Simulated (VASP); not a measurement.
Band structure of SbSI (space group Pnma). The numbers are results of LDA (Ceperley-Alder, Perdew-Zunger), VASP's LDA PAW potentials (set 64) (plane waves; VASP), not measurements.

Unless said otherwise, spin-orbit coupling is left out, though it shifts the bands of the heavy elements here.

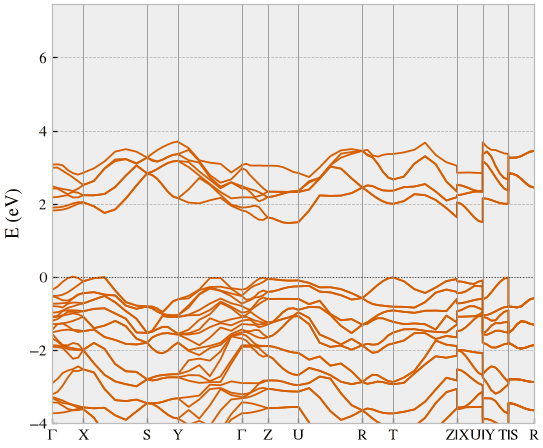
Fig. 1. Bands along high-symmetry lines, zero at the valence-band maximum or, without a gap, the Fermi level

Question: Read the plot: is there a gap, and where are the band edges?

Answer: The gap is indirect, 1.47 eV, from the valence maximum at Γ-X at 0.67 to the conduction minimum at Z-U at 0.67. (Edges off the drawn lines would not show.)

Measured: gap 1.88 eV (computed value off by -0.41 eV), as given by Keith T. Butler et al., Energy & Environmental Science (2014), arXiv:1412.6929.

The structure comes from a computed database's SbSI entry (Pnma), a phase known from measurement. It was relaxed first, which changed the volume by -13 %.
